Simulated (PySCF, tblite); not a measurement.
# CH6B2: dynamics, then NMR shifts and electronic excitations on frames, part 2 of 2

tblite 0.8.0 and PySCF 2.14.0. Atoms count from 0.

**9. Shielding tensors: 800 fs, PBE0/pcSseg-1**

Job settings and geometry (Å):

```
{"job": {"kind": "nmr", "xc": "PBE0", "basis": "pcSseg-1", "pop": false}, "charge": 0, "multiplicity": 1}
B     -2.280800     0.887400     0.260800
C     -1.480600    -0.461000     0.115100
B      0.042700    -0.506200     0.357300
H     -2.803800     1.351300    -0.735600
H     -2.401300     1.356500     1.337800
H     -1.898300    -1.067400     0.885700
H     -1.630700    -0.866600    -0.912000
H      0.774600    -0.359900    -0.548800
H      0.492500    -0.561600     1.465300
```

With the program's defaults for keys left out, this is: GIAO PBE0/pcSseg-1 NMR shielding, non-relativistic, gas phase.

Log:

```text
coarse grid: 6984 points
cycle   1  E = -91.1758868669  dE = -5.289e-02  |g| = 3.090e-01  |ddm| = 2.337e+00
cycle   2  E = -91.1734939317  dE =  2.393e-03  |g| = 3.293e-01  |ddm| = 4.888e-01
cycle   3  E = -91.2020751680  dE = -2.858e-02  |g| = 2.190e-02  |ddm| = 2.674e-01
cycle   4  E = -91.2022114905  dE = -1.363e-04  |g| = 5.978e-03  |ddm| = 3.020e-02
cycle   5  E = -91.2022231207  dE = -1.163e-05  |g| = 1.229e-03  |ddm| = 8.038e-03
cycle   6  E = -91.2022235646  dE = -4.439e-07  |g| = 1.042e-04  |ddm| = 1.354e-03
final grid: 65856 points
cycle   7  E = -91.2174000890  dE = -1.915e-05  |g| = 5.155e-03  |ddm| = 1.561e-02
cycle   8  E = -91.2173987016  dE =  1.387e-06  |g| = 5.779e-03  |ddm| = 8.992e-03
cycle   9  E = -91.2174075112  dE = -8.810e-06  |g| = 3.571e-04  |ddm| = 4.554e-03
cycle  10  E = -91.2174075485  dE = -3.731e-08  |g| = 4.730e-05  |ddm| = 3.388e-04
cycle  11  E = -91.2174075492  dE = -6.484e-10  |g| = 1.039e-05  |ddm| = 5.503e-05
converged SCF energy = -91.2174075492

GIAO shielding tensors (ppm)
atom      isotropic    diamagn.    paramagn.     s11        s22        s33       span
  0 B       16.556     191.166    -174.611    -52.145    -28.318    130.129    182.275
  1 C      128.326     256.678    -128.351     34.440    138.194    212.345    177.905
  2 B       16.393     194.260    -177.867    -53.068    -28.403    130.650    183.718
  3 H       23.398      27.952      -4.554     17.105     26.262     26.829      9.723
  4 H       23.742      28.625      -4.882     16.734     26.919     27.574     10.840
  5 H       28.810      30.955      -2.145     26.047     28.592     31.791      5.744
  6 H       26.789      31.116      -4.327     25.934     26.132     28.303      2.369
  7 H       23.992      30.870      -6.878     17.233     27.173     27.569     10.336
  8 H       23.643      30.329      -6.686     17.260     26.425     27.246      9.986
```

Wall time 2.8 s (1 thread of Intel Xeon 6975P-C, shared host); peak memory 0.48 GiB.

This run: δ C1 58.6, B2 83.7, B0 83.5, H3 8.32, H8 8.07 ppm.

**10. TDDFT and polarisability: 800 fs, PBE0/def2-SVPD**

Settings changed since step 9:

```diff
@@ -1,2 +1,2 @@
-{"job": {"kind": "nmr", "xc": "PBE0", "basis": "pcSseg-1", "pop": false}, "charge": 0, "multiplicity": 1}
+{"job": {"kind": "uv", "xc": "PBE0", "basis": "def2-SVPD", "nstates": 5, "ntriplets": 0}, "charge": 0, "multiplicity": 1}
 B     -2.280800     0.887400     0.260800
```

Method: TDDFT PBE0/def2-SVPD, vertical, gas phase, core orbitals frozen in the response.

Log:

```text
coarse grid: 6984 points
cycle   1  E = -91.1254610103  dE = -7.361e-02  |g| = 3.011e-01  |ddm| = 3.209e+00
cycle   2  E = -91.1235477697  dE =  1.913e-03  |g| = 3.170e-01  |ddm| = 6.952e-01
cycle   3  E = -91.1506315006  dE = -2.708e-02  |g| = 2.206e-02  |ddm| = 3.287e-01
cycle   4  E = -91.1507764659  dE = -1.450e-04  |g| = 5.394e-03  |ddm| = 4.198e-02
cycle   5  E = -91.1507865070  dE = -1.004e-05  |g| = 1.361e-03  |ddm| = 1.170e-02
cycle   6  E = -91.1507870931  dE = -5.861e-07  |g| = 1.027e-04  |ddm| = 2.162e-03
final grid: 65856 points
cycle   7  E = -91.1659506873  dE = -1.795e-05  |g| = 5.010e-03  |ddm| = 4.373e-02
cycle   8  E = -91.1659491576  dE =  1.530e-06  |g| = 5.659e-03  |ddm| = 1.143e-02
cycle   9  E = -91.1659578497  dE = -8.692e-06  |g| = 3.052e-04  |ddm| = 5.819e-03
cycle  10  E = -91.1659578780  dE = -2.826e-08  |g| = 4.473e-05  |ddm| = 5.952e-04
cycle  11  E = -91.1659578787  dE = -6.570e-10  |g| = 1.303e-05  |ddm| = 9.070e-05
converged SCF energy = -91.1659578787

Static polarisability (au): isotropic 42.765, principal 36.047 41.022 51.226

Singlet excitations
state   eV       nm        f      main configurations
  1   5.4579    227.2   0.00072   H->L 0.95
  2   5.8937    210.4   0.00301   H->L+1 0.43, H-1->L 0.41, H-2->L 0.08
  3   6.0634    204.5   0.00419   H-1->L 0.40, H-2->L 0.29, H->L+1 0.17
  4   6.3506    195.2   0.00019   H-2->L 0.34, H-1->L+1 0.29, H-3->L 0.16
  5   6.7625    183.3   0.00075   H-1->L+1 0.29, H-3->L 0.23, H->L+1 0.21
```

Run time: 3 s. Hardware: 1 thread of Intel Xeon 6975P-C, shared host; peak memory 0.48 GiB.

In short: HOMO -8.80 eV, LUMO -1.72 eV; lowest singlet 5.46 eV.

**11. NMR shieldings: 1000 fs, PBE0/pcSseg-1**

Job settings and geometry (Å):

```
{"job": {"kind": "nmr", "xc": "PBE0", "basis": "pcSseg-1", "pop": false}, "charge": 0, "multiplicity": 1}
B     -2.304200     1.106600     0.891700
C     -1.925700    -0.012300    -0.179100
B     -0.388700    -0.429200    -0.177500
H     -1.989700     2.247200     0.705500
H     -2.953300     0.783700     1.831700
H     -2.621300    -0.861200    -0.063900
H     -2.056400     0.486800    -1.163300
H      0.381900     0.412400    -0.231500
H     -0.120800    -1.544800    -0.213700
```

Method: GIAO PBE0/pcSseg-1 NMR shielding, non-relativistic, gas phase.

Log:

```text
coarse grid: 6984 points
cycle   1  E = -91.1773139968  dE = -9.919e-02  |g| = 2.910e-01  |ddm| = 2.327e+00
cycle   2  E = -91.1754441915  dE =  1.870e-03  |g| = 3.119e-01  |ddm| = 4.803e-01
cycle   3  E = -91.2013183657  dE = -2.587e-02  |g| = 2.317e-02  |ddm| = 2.613e-01
cycle   4  E = -91.2014667974  dE = -1.484e-04  |g| = 6.839e-03  |ddm| = 2.973e-02
cycle   5  E = -91.2014822736  dE = -1.548e-05  |g| = 1.288e-03  |ddm| = 8.518e-03
cycle   6  E = -91.2014827582  dE = -4.845e-07  |g| = 1.111e-04  |ddm| = 1.412e-03
final grid: 65856 points
cycle   7  E = -91.2166464281  dE = -2.380e-05  |g| = 5.186e-03  |ddm| = 1.576e-02
cycle   8  E = -91.2166452650  dE =  1.163e-06  |g| = 5.781e-03  |ddm| = 9.744e-03
cycle   9  E = -91.2166541981  dE = -8.933e-06  |g| = 4.427e-04  |ddm| = 4.695e-03
cycle  10  E = -91.2166542544  dE = -5.629e-08  |g| = 6.361e-05  |ddm| = 4.120e-04
cycle  11  E = -91.2166542556  dE = -1.199e-09  |g| = 1.346e-05  |ddm| = 7.344e-05
cycle  12  E = -91.2166542557  dE = -5.502e-11  |g| = 1.131e-06  |ddm| = 1.937e-05
converged SCF energy = -91.2166542557

GIAO shielding tensors (ppm)
atom      isotropic    diamagn.    paramagn.     s11        s22        s33       span
  0 B       10.449     191.636    -181.187    -67.493    -28.097    126.937    194.430
  1 C      124.606     254.141    -129.534     40.866    136.229    196.724    155.858
  2 B       14.378     193.910    -179.531    -62.696    -31.602    137.432    200.127
  3 H       23.099      28.525      -5.427     15.637     26.176     27.482     11.845
  4 H       23.510      28.674      -5.164     16.004     26.989     27.538     11.534
  5 H       27.057      30.111      -3.054     26.083     27.177     27.912      1.829
  6 H       28.823      29.934      -1.110     24.952     28.709     32.809      7.857
  7 H       23.779      31.747      -7.968     15.208     27.677     28.451     13.242
  8 H       23.611      30.985      -7.374     15.391     27.564     27.878     12.487
```

It took 2.5 s on 1 thread of Intel Xeon 6975P-C, shared host; peak memory 0.48 GiB.

Key values: δ C1 62.3, B0 89.6, B2 85.7, H3 8.62, H4 8.21 ppm.

**12. TDDFT and polarisability: 1000 fs, PBE0/def2-SVPD**

Settings changed since step 11:

```diff
@@ -1,2 +1,2 @@
-{"job": {"kind": "nmr", "xc": "PBE0", "basis": "pcSseg-1", "pop": false}, "charge": 0, "multiplicity": 1}
+{"job": {"kind": "uv", "xc": "PBE0", "basis": "def2-SVPD", "nstates": 5, "ntriplets": 0}, "charge": 0, "multiplicity": 1}
 B     -2.304200     1.106600     0.891700
```

Level: TDDFT PBE0/def2-SVPD, vertical, gas phase, core orbitals frozen in the response.

Log:

```text
coarse grid: 6984 points
cycle   1  E = -91.1265711942  dE = -1.192e-01  |g| = 2.841e-01  |ddm| = 3.154e+00
cycle   2  E = -91.1250615313  dE =  1.510e-03  |g| = 3.009e-01  |ddm| = 6.856e-01
cycle   3  E = -91.1496695830  dE = -2.461e-02  |g| = 2.319e-02  |ddm| = 3.062e-01
cycle   4  E = -91.1498259762  dE = -1.564e-04  |g| = 6.096e-03  |ddm| = 4.301e-02
cycle   5  E = -91.1498388368  dE = -1.286e-05  |g| = 1.441e-03  |ddm| = 1.349e-02
cycle   6  E = -91.1498395016  dE = -6.648e-07  |g| = 1.235e-04  |ddm| = 2.209e-03
final grid: 65856 points
cycle   7  E = -91.1649140013  dE = -2.166e-05  |g| = 5.060e-03  |ddm| = 3.917e-02
cycle   8  E = -91.1649125692  dE =  1.432e-06  |g| = 5.716e-03  |ddm| = 1.195e-02
cycle   9  E = -91.1649215553  dE = -8.986e-06  |g| = 3.821e-04  |ddm| = 5.851e-03
cycle  10  E = -91.1649215991  dE = -4.371e-08  |g| = 5.929e-05  |ddm| = 7.035e-04
cycle  11  E = -91.1649216002  dE = -1.157e-09  |g| = 1.628e-05  |ddm| = 1.213e-04
cycle  12  E = -91.1649216003  dE = -9.234e-11  |g| = 1.416e-06  |ddm| = 2.882e-05
converged SCF energy = -91.1649216003

Static polarisability (au): isotropic 42.531, principal 36.297 40.688 50.608

Singlet excitations
state   eV       nm        f      main configurations
  1   5.4239    228.6   0.00876   H->L 0.95
  2   5.7267    216.5   0.00638   H-1->L 0.89
  3   6.0642    204.5   0.00065   H->L+1 0.57, H-2->L 0.29
  4   6.1430    201.8   0.00024   H-2->L 0.35, H-1->L+1 0.31, H->L+1 0.30
  5   6.8134    182.0   0.00346   H-1->L+1 0.60, H-2->L 0.32
```

It took 4.2 s on 1 thread of Intel Xeon 6975P-C, shared host; peak memory 0.48 GiB.

This run: HOMO -8.84 eV, LUMO -1.75 eV; lowest singlet 5.42 eV.

**13. Run by run: NMR shifts**

Shifts (ppm) of some atoms, chosen among heavy atoms and hydrogens apart, with basis size and wall time:

```
  frame    C1    H4    H7    H6    H5    B0    B2  functions   time
 250 fs  54.6  8.76  8.14  4.62  3.04  88.7  86.7         81  3.3 s
 425 fs  62.4  8.37  7.54  4.57  3.04  91.5  83.8         81  3.2 s
 625 fs  55.9  8.04  8.04  2.77  4.27  93.6  84.0         81  2.8 s
 800 fs  58.6  7.97  7.72  4.93  2.91  83.5  83.7         81  2.8 s
1000 fs  62.3  8.21  7.94  2.89  4.66  89.6  85.7         81  2.5 s
```

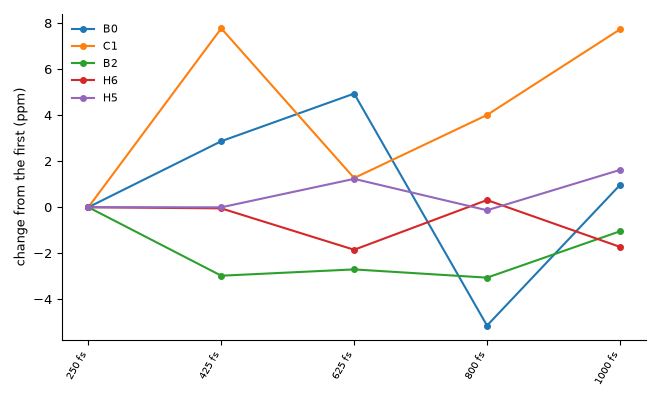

How five of the tabulated atoms move from run to run.

**14. Comparing the runs: electronic excitations**

Excitations and ground-state properties, with basis size and wall time:

```
  frame  lowest singlet (eV)  brightest (eV)      f  gap (eV)  α (Å³)  μ (D)  functions   time
 250 fs                 5.16            5.50  0.011      6.80    6.27   0.72        108  3.6 s
 425 fs                 5.37            5.37  0.019      6.98    6.18   0.71        108  3.5 s
 625 fs                 4.92            5.68  0.012      6.52    6.24   0.91        108  3.3 s
 800 fs                 5.46            6.06  0.004      7.08    6.34   0.73        108    3 s
1000 fs                 5.42            5.42  0.009      7.09    6.30   0.53        108  4.2 s
```

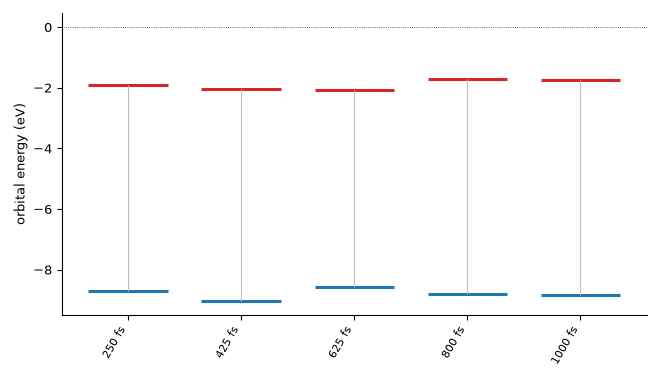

HOMO (blue) and LUMO (red) run by run.

**15. Results**

This closing draws on all 2 parts.

| quantity | value |
| --- | --- |
| thermostat | 200 K |
| mean temperature, second half | 202 K |
| mean potential energy above the minimum | 0.17 eV |
| 13C shifts against TMS (PBE0/pcSseg-1, 250 fs) | 54.6 ppm |
| 1H shifts against TMS (PBE0/pcSseg-1, 250 fs) | 8.76, 8.14, 8.08, 7.92, 4.62, 3.04 ppm |
| 11B shifts against BF3·OEt2 (PBE0/pcSseg-1, 250 fs) | 88.7, 86.7 ppm |
| lowest singlet (PBE0/def2-SVPD, 250 fs) | 5.16 eV (240 nm), f = 0.000 |
| brightest single state of those computed | state 2, 5.50 eV, f = 0.011 |
| range of the shift of B0 | 83.5 to 93.6 ppm |
| range of the lowest singlet | 4.92 to 5.46 eV |

In words: In the second half the potential energy averages 0.17 eV above the minimum; equipartition over 21 harmonic modes at 200 K would give 0.18 eV. With 9 atoms the temperature swings widely (120 to 345 K). Shifts at one fixed geometry are not the observed spectrum, which averages over the motion. In the first frame run (250 fs): Shielding is most anisotropic at B2 (span 197 ppm, paramagnetic term -178 ppm). The first singlet state (HOMO→LUMO 0.92) lies at 5.16 eV and is dark; of the 5 states computed, the strongest absorption comes from state 2 at 5.50 eV. Across the 5 runs the shift of B0 moves most, between 83.5 (800 fs) and 93.6 ppm (625 fs). The lowest singlet runs from 4.92 eV (625 fs) to 5.46 eV (800 fs), while the orbital gap spans 6.52 to 7.09 eV. The lowest state need not be the same one in every run.
